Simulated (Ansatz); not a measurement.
# CH4Cl2Ga with multiplicity 2: two geometries relaxed, part 2 of 2

Aim: relax the geometries before and after the reaction (atom abstraction by a radical), and see whether they are two minima and how far apart in energy. Meant to form: H2–C5; to break: Ga1–H2. The start is a guess near the saddle point, from which both ends are pulled out.

Ansatz 0.2.0; UKS PBE-D4/def2-SVP. The steps go on from the part before.

### 4 A restrained relaxation towards end B

Springs on the bonds that form and break draw the guess towards this end; the thresholds are loose.

input.yaml

```yaml
crystal:
  periodic: [false, false, false]
  atoms:
    - { symbol: Ga, position_ang: [0.0, 0.0, 0.0] }
    - { symbol: H, position_ang: [0.0, 0.0, 1.82] }
    - { symbol: Cl, position_ang: [1.9398, 0.0, -1.12] }
    - { symbol: Cl, position_ang: [-1.9398, 0.0, -1.12] }
    - { symbol: C, position_ang: [0.0, 0.0, 3.23] }
    - { symbol: H, position_ang: [-0.5653, -0.8805, 3.6005] }
    - { symbol: H, position_ang: [1.0452, -0.0494, 3.6005] }
    - { symbol: H, position_ang: [-0.4798, 0.9298, 3.6005] }
magnetization:
  spin_polarized: true
  initial_magnetization: 1
basis:
  gaussian: { orbitals: def2-SVP }
hamiltonian:
  xc: pbe
  dispersion: d4
relax:
  f_tol: 0.15
  max_steps: 25
  restrain:
    - { distance: [1, 4], at: 1.11, k: 30.0 }
    - { distance: [0, 1], at: 2.77, k: 30.0 }
```

The run is started by

```sh
$ ansatz run input.yaml --threads 4 --pin off --max-ram 5120MiB --backend cpu --events-out ev --progress --plain --runs-dir out
```

Standard output:

```text
Warning: RAYON_NUM_THREADS=4 ignored (pool sized by the plan → 4); use --threads N
The last accepted step is kept in <dir> (removed where the run ends without a failure and the disk answers)
Engine: ansatz 0.2.0, aarch64-unknown-linux-gnu
Functional definition: PBE
  parameter kappa = 0.804
  parameter beta = 0.06672455060314922
  exchange = pbe_x(kappa = kappa, mu = beta*pi^2/3)
  correlation = pbe_c(beta = beta)
1135 factors; their error is unknown
mean field evaluation 1: about -78483.8229 eV, gradient 4.1e1 eV
mean field evaluation 2: about -78461.9824 eV, gradient 7.0e1 eV
mean field evaluation 4: about -78491.6450 eV, gradient 3.9e0 eV
mean field evaluation 8: about -78491.7322 eV, gradient 2.5e-1 eV
mean field evaluation 16: about -78491.6747 eV, gradient 3.6e-4 eV
mean field -78491.67467448 eV, -2884.5158407193 hartree, gradient 1.1e-5 eV, S^2 0.752857; 0 other end points of the search recorded, 0 dependent functions left out
the calculation of the forces begins
reference -78491.67471459 eV, -2884.5158421933 hartree; 38, 37 occupied and 64, 65 virtual orbitals, 1135 factors
relax step   1: F+E_penalty+E_count = -78491.83221070 eV  Δ(F+E_penalty+E_count) = +0.000e0 eV  max|allowed force component| = 2.958e0 eV/Å  E_restraint = 14.88750000 eV  max|allowed force component, restraints' pulls added| = 4.046e1 eV/Å  Δτ_max = 0.0000 Å  (31 SCF iters, accepted)
  distance H 1 - C 4 = 1.4100 Å
  distance Ga 0 - H 1 = 1.8200 Å
these checks for a lower state are left out or cut short: starts, cluster_reference, orbital_swaps, neighbouring_geometries, increment
1135 factors; their error is unknown
mean field -78492.27870535 eV, -2884.5380384441 hartree, gradient 1.3e-5 eV, S^2 0.751842; 0 other end points of the search recorded, 0 dependent functions left out
the calculation of the forces begins
reference -78492.27874591 eV, -2884.5380399346 hartree; 38, 37 occupied and 64, 65 virtual orbitals, 1135 factors
relax step   2: F+E_penalty+E_count = -78492.42904467 eV  Δ(F+E_penalty+E_count) = -5.968e-1 eV  max|allowed force component| = 2.024e0 eV/Å  E_restraint = 5.42844303 eV  max|allowed force component, restraints' pulls added| = 2.271e1 eV/Å  Δτ_max = 0.1949 Å  (35 SCF iters, accepted)
  distance H 1 - C 4 = 1.2058 Å
  distance Ga 0 - H 1 = 2.1761 Å
these checks for a lower state are left out or cut short: starts, cluster_reference, orbital_swaps, neighbouring_geometries, increment
1135 factors; their error is unknown
mean field evaluation 32: about -78492.2223 eV, gradient 7.0e-2 eV
mean field -78492.22236192 eV, -2884.5359678613 hartree, gradient 2.1e-5 eV, S^2 0.751853; 0 other end points of the search recorded, 0 dependent functions left out
the calculation of the forces begins
reference -78492.22240325 eV, -2884.5359693803 hartree; 38, 37 occupied and 64, 65 virtual orbitals, 1135 factors
relax step   3: F+E_penalty+E_count = -78492.36671029 eV  Δ(F+E_penalty+E_count) = +6.233e-2 eV  max|allowed force component| = 2.703e0 eV/Å  E_restraint = 0.70625627 eV  max|allowed force component, restraints' pulls added| = 4.965e0 eV/Å  Δτ_max = 0.1962 Å  (35 SCF iters, accepted)
  distance H 1 - C 4 = 1.0403 Å
  distance Ga 0 - H 1 = 2.5645 Å
these checks for a lower state are left out or cut short: starts, cluster_reference, orbital_swaps, neighbouring_geometries, increment
1135 factors; their error is unknown
mean field -78492.43269453 eV, -2884.5436974423 hartree, gradient 1.6e-5 eV, S^2 0.751937; 0 other end points of the search recorded, 0 dependent functions left out
the calculation of the forces begins
reference -78492.43273671 eV, -2884.5436989922 hartree; 38, 37 occupied and 64, 65 virtual orbitals, 1135 factors
relax step   4: F+E_penalty+E_count = -78492.56807125 eV  Δ(F+E_penalty+E_count) = -2.014e-1 eV  max|allowed force component| = 5.666e-1 eV/Å  E_restraint = 0.00381877 eV  max|allowed force component, restraints' pulls added| = 5.200e-1 eV/Å  Δτ_max = 0.1993 Å  (31 SCF iters, accepted)
  distance H 1 - C 4 = 1.1115 Å
  distance Ga 0 - H 1 = 2.7541 Å
these checks for a lower state are left out or cut short: starts, cluster_reference, orbital_swaps, neighbouring_geometries, increment
1135 factors; their error is unknown
mean field -78492.49135999 eV, -2884.5458533581 hartree, gradient 1.1e-5 eV, S^2 0.751908; 0 other end points of the search recorded, 0 dependent functions left out
the calculation of the forces begins
reference -78492.49140208 eV, -2884.5458549050 hartree; 38, 37 occupied and 64, 65 virtual orbitals, 1135 factors
relax step   5: F+E_penalty+E_count = -78492.62647407 eV  Δ(F+E_penalty+E_count) = -5.840e-2 eV  max|allowed force component| = 1.476e-1 eV/Å  E_restraint = 0.00005638 eV  max|allowed force component, restraints' pulls added| = 1.476e-1 eV/Å  Δτ_max = 0.1454 Å  (31 SCF iters, accepted)
  distance H 1 - C 4 = 1.1119 Å
  distance Ga 0 - H 1 = 2.7694 Å
1135 factors; their error is unknown
mean field evaluation 64: about -78492.4914 eV, gradient 1.9e-3 eV
mean field -78492.49135999 eV, -2884.5458533581 hartree, gradient 1.1e-5 eV, S^2 0.751908; 1 other end points of the search recorded, 0 dependent functions left out
the calculation of the forces begins
reference -78492.49140208 eV, -2884.5458549050 hartree; 38, 37 occupied and 64, 65 virtual orbitals, 1135 factors
Total energy: -78492.62651616 eV, -2884.5508202559 hartree
Atom 0 at     0.000443    -0.000016    -0.464081 Å, force    -0.000059    -0.000001     0.039984 eV/Å
Atom 1 at    -0.002291     0.000086     2.305342 Å, force     0.000027    -0.000009     0.031909 eV/Å
Atom 2 at     1.958705    -0.000024    -1.484567 Å, force    -0.147533    -0.000003    -0.027860 eV/Å
Atom 3 at    -1.957777    -0.000016    -1.484641 Å, force     0.147589    -0.000002    -0.027966 eV/Å
Atom 4 at    -0.000019    -0.000041     3.417191 Å, force    -0.001815     0.000169    -0.089369 eV/Å
Atom 5 at    -0.565181    -0.880251     3.775146 Å, force     0.004749     0.006350     0.024300 eV/Å
Atom 6 at     1.045878    -0.049376     3.771940 Å, force    -0.007051     0.000291     0.024707 eV/Å
Atom 7 at    -0.479658     0.929538     3.775169 Å, force     0.004093    -0.006795     0.024295 eV/Å
Dipole moment:     0.000132    -0.000020     0.343860 e Å
```

Run time: 9.2 s. Hardware: 4 threads of Arm Neoverse V1, shared host; peak memory 0.18 GiB.

Step by step:

```
step  energy from step 1 (eV)  largest force component (eV/Å)
   1                   0.0000                          2.9578
   2                  -0.5968                          2.0239
   3                  -0.5345                          2.7032
   4                  -0.7359                          0.5666
   5                  -0.7943                          0.1476
```

Step 1 is the start. Energies and forces in the table leave out the springs, which the log lists apart; the run stops on the force with the springs' pull added.

After: Bond lengths: Ga1–Cl3 2.208 Å, Ga1–Cl4 2.208 Å, H2–C5 1.112 Å, C5–H6 1.106 Å, C5–H7 1.106 Å, C5–H8 1.106 Å. Angles: Cl3–Ga1–Cl4 124.9°, H2–C5–H6 108.8°, H2–C5–H7 108.8°, H2–C5–H8 108.8°, H6–C5–H7 110.1°, H6–C5–H8 110.0°, H7–C5–H8 110.1°.

Pairs that crossed the distance rule for bonds on the way: came closer H2–C5; moved apart Ga1–H2.

### 5 Relaxing end B

It starts where the restrained run ended.

input.yaml

```yaml
crystal:
  periodic: [false, false, false]
  atoms:
    - { symbol: Ga, position_ang: [0.000443, -1.6e-05, -0.464081] }
    - { symbol: H, position_ang: [-0.002291, 8.6e-05, 2.305342] }
    - { symbol: Cl, position_ang: [1.958705, -2.4e-05, -1.484567] }
    - { symbol: Cl, position_ang: [-1.957777, -1.6e-05, -1.484641] }
    - { symbol: C, position_ang: [-1.9e-05, -4.1e-05, 3.417191] }
    - { symbol: H, position_ang: [-0.565181, -0.880251, 3.775146] }
    - { symbol: H, position_ang: [1.045878, -0.049376, 3.77194] }
    - { symbol: H, position_ang: [-0.479658, 0.929538, 3.775169] }
magnetization:
  spin_polarized: true
  initial_magnetization: 1
basis:
  gaussian: { orbitals: def2-SVP }
hamiltonian:
  xc: pbe
  dispersion: d4
relax:
  f_tol: 0.03
  max_steps: 50
```

The run is started by

```sh
$ ansatz run input.yaml --threads 4 --pin off --max-ram 5120MiB --backend cpu --events-out ev --progress --plain --runs-dir out
```

Standard output (excerpt; [...] marks lines left out):

```text
Warning: RAYON_NUM_THREADS=4 ignored (pool sized by the plan → 4); use --threads N
[...]
[... 1 set-up line as earlier in the session ...]
[...]
1135 factors; their error is unknown
[...]
mean field -78492.49136000 eV, -2884.5458533583 hartree, gradient 4.0e-5 eV, S^2 0.751908; 0 other end points of the search recorded, 0 dependent functions left out
[...]
reference -78492.49140209 eV, -2884.5458549052 hartree; 38, 37 occupied and 64, 65 virtual orbitals, 1135 factors
relax step   1: F+E_penalty+E_count = -78492.62647408 eV  Δ(F+E_penalty+E_count) = +0.000e0 eV  max|allowed force component| = 1.476e-1 eV/Å  Δτ_max = 0.0000 Å  (30 SCF iters, accepted)
[...]
relax step   2: F+E_penalty+E_count = -78492.63655178 eV  Δ(F+E_penalty+E_count) = -1.008e-2 eV  max|allowed force component| = 7.998e-2 eV/Å  Δτ_max = 0.0765 Å  (31 SCF iters, accepted)
[...]
reference -78492.50508790 eV, -2884.5463578495 hartree; 38, 37 occupied and 64, 65 virtual orbitals, 1135 factors
Total energy: -78492.63950837 eV, -2884.5512977105 hartree
Atom 0 at     0.000677    -0.000062    -0.495877 Å, force    -0.000189     0.000007     0.000840 eV/Å
Atom 1 at    -0.004155     0.000346     2.359079 Å, force     0.000009     0.000000     0.001313 eV/Å
Atom 2 at     1.892950    -0.000077    -1.608382 Å, force     0.008744    -0.000004    -0.000922 eV/Å
Atom 3 at    -1.891331    -0.000065    -1.608853 Å, force    -0.008616    -0.000004    -0.001018 eV/Å
Atom 4 at    -0.000277    -0.000002     3.469040 Å, force    -0.000234     0.000047     0.000739 eV/Å
Atom 5 at    -0.563647    -0.878695     3.833869 Å, force    -0.000345    -0.000601    -0.000320 eV/Å
Atom 6 at     1.044183    -0.049332     3.828484 Å, force     0.000906    -0.000045    -0.000308 eV/Å
Atom 7 at    -0.478300     0.927787     3.834138 Å, force    -0.000275     0.000600    -0.000325 eV/Å
Dipole moment:     0.000127    -0.000020     0.371644 e Å
```

Wall time 6.1 s (4 threads of Arm Neoverse V1, shared host); peak memory 0.18 GiB.

Step by step:

```
step  energy from step 1 (eV)  largest force component (eV/Å)
   1                   0.0000                          0.1476
   2                  -0.0101                          0.0800
   3                  -0.0130                          0.0087
```

Step 1 is the start.

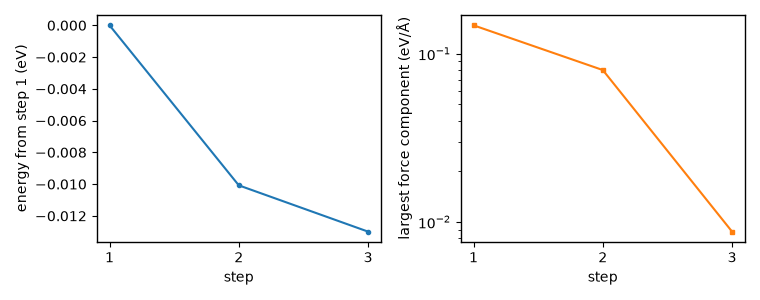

How energy and force went from step to step.

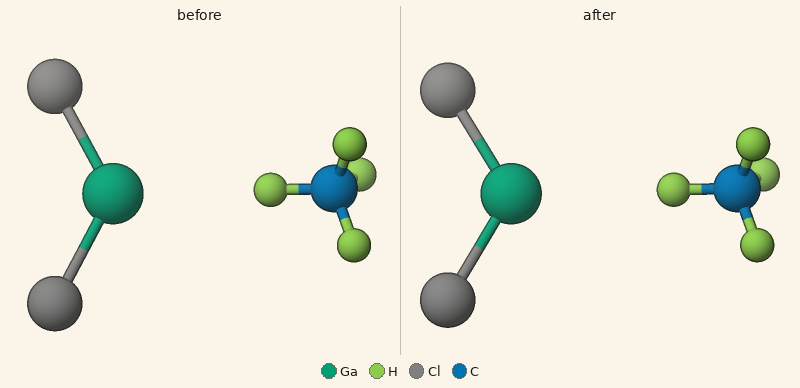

Before and after, at one scale.

After: Bond lengths: Ga1–Cl3 2.195 Å, Ga1–Cl4 2.195 Å, H2–C5 1.110 Å, C5–H6 1.106 Å, C5–H7 1.106 Å, C5–H8 1.106 Å. Angles: Cl3–Ga1–Cl4 119.1°, H2–C5–H6 109.2°, H2–C5–H7 109.2°, H2–C5–H8 109.2°, H6–C5–H7 109.8°, H6–C5–H8 109.7°, H7–C5–H8 109.8°.

### 6 Results

This closing draws on all 2 parts.

```
                           quantity                     value
                              end A  15 moves, 1.446 eV lower
                              end B   2 moves, 0.013 eV lower
largest difference between the ends                    0.10 Å
            end B relative to end A                 +0.000 eV
```

The two relaxations end at one structure, within 0.10 Å: no second minimum was found from this start, which doesn't rule one out.
